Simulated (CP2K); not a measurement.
# RPA/ccGRB-D (density fitting, core potential, minimax 1, ngrids 5, quadrature points 8, wfc cutoff 150 Ry) run of BSiN2H5 (SMILES N[SiH]1BN1)

Aim: the energy difference between two shapes of BSiN2H5 at RPA/ccGRB-D (density fitting, core potential, minimax 1, ngrids 5, quadrature points 8, wfc cutoff 150 Ry), from 2 runs. 

The results are computed with CP2K 2026.2.

## (1) The system as given

The species is BSiN2H5 (9 atoms), meant as a singlet with charge 0. As SMILES, `N[SiH]1BN1`. The shape is that of a PBE0-D4/def2-TZVP optimisation. This is one conformer, not always the lowest.

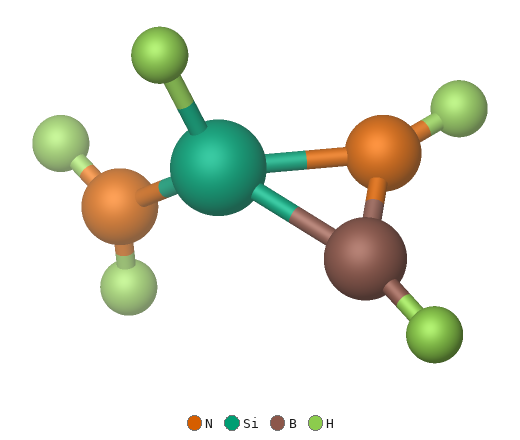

The structure, seen from a chosen angle (nitrogen orange, silicon teal, boron brown, hydrogen green).

## (2) A single-point energy at RPA/ccGRB-D (density fitting, core potential, minimax 1, ngrids 5, quadrature points 8, wfc cutoff 150 Ry)

job.inp reads:

```
&GLOBAL
 PROJECT_NAME job
 RUN_TYPE ENERGY
 PRINT_LEVEL MEDIUM
&END GLOBAL

&FORCE_EVAL
 METHOD Quickstep
 &DFT
  BASIS_SET_FILE_NAME BASIS_ccGRB_UZH
  POTENTIAL_FILE_NAME POTENTIAL_UZH
  AUTO_BASIS RI_AUX MEDIUM
  CHARGE 0
  MULTIPLICITY 1
  &QS
   METHOD GAPW
   EPS_DEFAULT 1.0E-10
  &END QS
  &MGRID
   CUTOFF 320
   REL_CUTOFF 50
   NGRIDS 5
  &END MGRID
  &POISSON
   PERIODIC NONE
   POISSON_SOLVER WAVELET
  &END POISSON
  &SCF
   SCF_GUESS ATOMIC
   EPS_SCF 1.0E-06
   MAX_SCF 30
   &OT ON
    MINIMIZER DIIS
    PRECONDITIONER FULL_ALL
   &END OT
   &OUTER_SCF
    EPS_SCF 1.0E-06
    MAX_SCF 5
   &END OUTER_SCF
  &END SCF
  &XC
   &XC_FUNCTIONAL NONE
   &END XC_FUNCTIONAL
   &HF
    FRACTION 1
    &SCREENING
     EPS_SCHWARZ 1.0E-09
     SCREEN_ON_INITIAL_P F
    &END SCREENING
    &INTERACTION_POTENTIAL
     POTENTIAL_TYPE COULOMB
    &END INTERACTION_POTENTIAL
    &MEMORY
     MAX_MEMORY 1050
    &END MEMORY
   &END HF
   &WF_CORRELATION
    &RI_RPA
     QUADRATURE_POINTS 8
     MINIMAX_QUADRATURE T
     &HF
      FRACTION 1
      &SCREENING
       EPS_SCHWARZ 1.0E-09
       SCREEN_ON_INITIAL_P F
      &END SCREENING
      &INTERACTION_POTENTIAL
       POTENTIAL_TYPE COULOMB
      &END INTERACTION_POTENTIAL
      &MEMORY
       MAX_MEMORY 1050
      &END MEMORY
     &END HF
    &END RI_RPA
    MEMORY 900
    &INTEGRALS
     ERI_METHOD GPW
     &WFC_GPW
      CUTOFF 150
      REL_CUTOFF 35
     &END WFC_GPW
    &END INTEGRALS
   &END WF_CORRELATION
  &END XC
  &PRINT
   &MOMENTS
    PERIODIC F
    REFERENCE COM
    MAX_MOMENT 1
   &END MOMENTS
   &MO_CUBES
    NLUMO 5
    NHOMO -1
    WRITE_CUBE F
   &END MO_CUBES
   &HIRSHFELD OFF
   &END HIRSHFELD
  &END PRINT
 &END DFT
 &SUBSYS
  &CELL
   ABC [angstrom] 12.2 12.2 12.2
   PERIODIC NONE
  &END CELL
  &COORD
   N     -0.637800     1.588100     0.218200
   Si     0.258900     0.175500     0.530500
   B     -0.233900    -1.625800     0.110200
   N      0.650500    -0.971600    -0.738400
   H     -0.221300     2.503300     0.212900
   H     -1.561800     1.577300    -0.177300
   H      1.441200     0.620900     1.305200
   H     -0.741300    -2.702400     0.114400
   H      1.134000    -1.211600    -1.592900
  &END COORD
  &TOPOLOGY
   &CENTER_COORDINATES
   &END CENTER_COORDINATES
  &END TOPOLOGY
  &KIND N
   BASIS_SET ccGRB-D-q5
   POTENTIAL GTH-PBE0-q5
  &END KIND
  &KIND Si
   BASIS_SET ccGRB-D-q4
   POTENTIAL GTH-PBE0-q4
  &END KIND
  &KIND B
   BASIS_SET ccGRB-D-q3
   POTENTIAL GTH-PBE0-q3
  &END KIND
  &KIND H
   BASIS_SET ccGRB-D-q1
   POTENTIAL GTH-PBE0-q1
  &END KIND
 &END SUBSYS
&END FORCE_EVAL
```

Started as:

```console
$ OMP_NUM_THREADS=1 cp2k.psmp job.inp > job.out
```

Standard output:

```text
CP2K| version string:                                       CP2K version 2026.2
[...]
 GLOBAL| Method name                                                        CP2K
[...]
 GLOBAL| Run type                                                         ENERGY
[...]
 DFT| Spin restricted Kohn-Sham (RKS) calculation                            RKS
 DFT| Multiplicity                                                             1
[...]
 DFT| Charge                                                                   0
[...]
 QS| Method:                                                                GAPW
[...]
 QS| Density cutoff [a.u.]:                                                160.0
[...]
 QS| Relative density cutoff [a.u.]:                                        25.0
[...]
                             - Atoms:                                          9
[...]
                             - Spherical basis functions:                     77
[...]
 Number of electrons:                                                         22
[...]
     1 OT DIIS     0.15E+00    3.1     0.15267255       -25.6432847792 -2.56E+01
[...]
     3 OT DIIS     0.15E+00    1.1     0.00000025       -28.7956022663 -2.10E-10
  *** SCF run converged in     3 steps ***
[...]
  Overlap energy of the core charge distribution:               0.00000160710242
  Self energy of the core charge distribution:                -73.14066082737892
  Core Hamiltonian energy:                                     21.25253035228114
  Hartree energy:                                              42.27966031623316
  Exchange-correlation energy:                                  0.00000000000000
  Hartree-Fock Exchange energy:                                -8.44126007265553
[...]
                     Mulliken Population Analysis
 #  Atom  Element  Kind  Atomic population                           Net charge
       1     N        1          5.340228                             -0.340228
       2     Si       2          3.605817                              0.394183
       3     B        3          3.079081                             -0.079081
       4     N        1          5.207082                             -0.207082
       5     H        4          0.886170                              0.113830
       6     H        4          0.881664                              0.118336
       7     H        4          1.135471                             -0.135471
       8     H        4          0.950539                              0.049461
       9     H        4          0.913949                              0.086051
 # Total charge                             22.000000                  0.000000
[...]
  Dipole moment [Debye]
    X=  0.1236311E+00 Y=  0.1234553E+01 Z= -0.1297163E+01  Total=      1.7950035
[...]
 WARNING : did not converge in ot_eigensolver
 number of iterations          299  exceeded maximum
 current gradient / target gradient   1.6874358717643410E-005  /    1.0000000000000001E-005
[...]
 HOMO - LUMO gap [eV] :   12.776176
[...]
 *** WARNING in pw/ps_wavelet_methods.F:234 :: Density non-zero on the ***
 *** edges of the unit cell: wrong results in WAVELET solver           ***
[...]
 *** WARNING in pw/ps_wavelet_methods.F:234 :: Density non-zero on the ***
 *** edges of the unit cell: wrong results in WAVELET solver           ***
 *** WARNING in pw/ps_wavelet_methods.F:234 :: Density non-zero on the ***
 *** edges of the unit cell: wrong results in WAVELET solver           ***
 *** WARNING in pw/ps_wavelet_methods.F:234 :: Density non-zero on the ***
 *** edges of the unit cell: wrong results in WAVELET solver           ***
 *** WARNING in pw/ps_wavelet_methods.F:234 :: Density non-zero on the ***
 *** edges of the unit cell: wrong results in WAVELET solver           ***
[...]
 ENERGY| Total FORCE_EVAL ( QS ) energy [hartree]            -29.371821122292449
[...]
```

Run time: 2.5 min. Hardware: 1 thread of Intel Xeon 6975P-C (Granite Rapids), shared host; peak memory 0.99 GiB.

## (3) The distorted shape

job.inp reads:

```
&GLOBAL
   PROJECT_NAME job
   RUN_TYPE ENERGY
   PRINT_LEVEL MEDIUM
&END GLOBAL

&FORCE_EVAL
   METHOD QS
   &DFT
      BASIS_SET_FILE_NAME BASIS_ccGRB_UZH
      POTENTIAL_FILE_NAME POTENTIAL_UZH
      AUTO_BASIS RI_AUX MEDIUM
      # Quickstep
      &QS
         METHOD GAPW
         EPS_DEFAULT 1.0E-10
      &END QS
      &MGRID
         CUTOFF 320
         REL_CUTOFF 50
         NGRIDS 5
      &END MGRID
      # no periodic images
      &POISSON
         PERIODIC NONE
         POISSON_SOLVER WAVELET
      &END POISSON
      # self-consistent field
      &SCF
         SCF_GUESS ATOMIC
         EPS_SCF 1.0E-06
         MAX_SCF 30
         &OT
            MINIMIZER DIIS
            PRECONDITIONER FULL_ALL
         &END OT
         &OUTER_SCF
            EPS_SCF 1.0E-06
            MAX_SCF 5
         &END OUTER_SCF
      &END SCF
      # functional
      &XC
         &XC_FUNCTIONAL NONE
         &END XC_FUNCTIONAL
         # exact exchange
         &HF
            FRACTION 1
            &SCREENING
               EPS_SCHWARZ 1.0E-09
            &END SCREENING
            &MEMORY
               MAX_MEMORY 1050
            &END MEMORY
         &END HF
         # correlation from orbitals
         &WF_CORRELATION
            &RI_RPA
               QUADRATURE_POINTS 8
               MINIMAX_QUADRATURE T
               &HF
                  FRACTION 1
                  &SCREENING
                     EPS_SCHWARZ 1.0E-09
                  &END SCREENING
                  &MEMORY
                     MAX_MEMORY 1050
                  &END MEMORY
               &END HF
            &END RI_RPA
            MEMORY 900
            &INTEGRALS
               ERI_METHOD GPW
               &WFC_GPW
                  CUTOFF 150
                  REL_CUTOFF 35
               &END WFC_GPW
            &END INTEGRALS
         &END WF_CORRELATION
      &END XC
      # extra output
      &PRINT
         &MOMENTS
            PERIODIC F
            REFERENCE COM
            MAX_MOMENT 1
         &END MOMENTS
         &MO_CUBES
            NLUMO 5
            NHOMO -1
            WRITE_CUBE F
         &END MO_CUBES
         &HIRSHFELD OFF
         &END HIRSHFELD
      &END PRINT
   &END DFT
   &SUBSYS
      &CELL
         ABC 12.2 12.2 12.2
         PERIODIC NONE
      &END CELL
      &COORD
         N     -0.687257     1.652317     0.174724
         Si     0.277299     0.211130     0.543336
         B     -0.192401    -1.629675     0.140499
         N      0.690849    -1.022623    -0.789410
         H     -0.262117     2.456258     0.259993
         H     -1.512059     1.620406    -0.148994
         H      1.498761     0.718631     1.309197
         H     -0.714116    -2.698285     0.103528
         H      1.096359    -1.265281    -1.636359
      &END COORD
      &TOPOLOGY
         &CENTER_COORDINATES
         &END CENTER_COORDINATES
      &END TOPOLOGY
      &KIND N
         BASIS_SET ccGRB-D-q5
         POTENTIAL GTH-PBE0-q5
      &END KIND
      &KIND Si
         BASIS_SET ccGRB-D-q4
         POTENTIAL GTH-PBE0-q4
      &END KIND
      &KIND B
         BASIS_SET ccGRB-D-q3
         POTENTIAL GTH-PBE0-q3
      &END KIND
      &KIND H
         BASIS_SET ccGRB-D-q1
         POTENTIAL GTH-PBE0-q1
      &END KIND
   &END SUBSYS
&END FORCE_EVAL
```

Started as:

```console
$ OMP_NUM_THREADS=1 cp2k.psmp -i job.inp -o job.out
```

Standard output, cut to the lines that bear on the results:

```text
CP2K| version string:                                       CP2K version 2026.2
[...]
 GLOBAL| Method name                                                        CP2K
[...]
 GLOBAL| Run type                                                         ENERGY
[...]
 DFT| Spin restricted Kohn-Sham (RKS) calculation                            RKS
 DFT| Multiplicity                                                             1
[...]
 DFT| Charge                                                                   0
[...]
 QS| Method:                                                                GAPW
[...]
 QS| Density cutoff [a.u.]:                                                160.0
[...]
 QS| Relative density cutoff [a.u.]:                                        25.0
[...]
                             - Atoms:                                          9
[...]
                             - Spherical basis functions:                     77
[...]
 Number of electrons:                                                         22
[...]
     1 OT DIIS     0.15E+00    2.9     0.15683198       -25.6096446268 -2.56E+01
[...]
    28 OT DIIS     0.15E+00    1.0     0.00000093       -28.7520957487 -7.10E-11
  *** SCF run converged in    28 steps ***
[...]
  Overlap energy of the core charge distribution:               0.00000766272248
  Self energy of the core charge distribution:                -73.14066082737892
  Core Hamiltonian energy:                                     21.36566206017974
  Hartree energy:                                              42.21344165148187
  Exchange-correlation energy:                                  0.00000000000000
  Hartree-Fock Exchange energy:                                -8.46923396721380
[...]
                     Mulliken Population Analysis
 #  Atom  Element  Kind  Atomic population                           Net charge
       1     N        1          5.345515                             -0.345515
       2     Si       2          3.556131                              0.443869
       3     B        3          3.085702                             -0.085702
       4     N        1          5.256903                             -0.256903
[...]
  Dipole moment [Debye]
    X=  0.3119675E-01 Y=  0.1181533E+01 Z= -0.6847929E+00  Total=      1.3659920
[...]
 HOMO - LUMO gap [eV] :   12.913461
[...]
 ENERGY| Total FORCE_EVAL ( QS ) energy [hartree]            -29.326198085148167
[...]
```

Run time: 2.3 min. Hardware: 1 thread of Intel Xeon 6975P-C (Granite Rapids), shared host; peak memory 1 GiB.

## (4) What came out

At RPA/ccGRB-D (density fitting, core potential, minimax 1, ngrids 5, quadrature points 8, wfc cutoff 150 Ry):

| quantity | value |
| --- | --- |
| first shape: total energy | -29.37182 Eh |
| first shape: dipole moment (of the density that the program reports) | 1.80 D |
| first shape: HOMO energy (Hartree–Fock orbitals) | -9.32 eV |
| first shape: LUMO energy (Hartree–Fock orbitals) | 3.46 eV |
| first shape: HOMO–LUMO gap (Hartree–Fock orbitals) | 12.78 eV |
| first shape: RPA correlation energy | -576.2 mEh |
| distorted shape: total energy | -29.32620 Eh |
| distorted shape: dipole moment (of the density that the program reports) | 1.37 D |
| distorted shape: HOMO energy (Hartree–Fock orbitals) | -9.58 eV |
| distorted shape: LUMO energy (Hartree–Fock orbitals) | 3.34 eV |
| distorted shape: HOMO–LUMO gap (Hartree–Fock orbitals) | 12.91 eV |
| distorted shape: RPA correlation energy | -574.1 mEh |
| energy change with the atoms displaced | 1.241 eV |

What this shows: With the atoms displaced the energy rises by 1.24 eV (120 kJ/mol). The first shape isn't relaxed at this level, so the change isn't measured from a minimum.
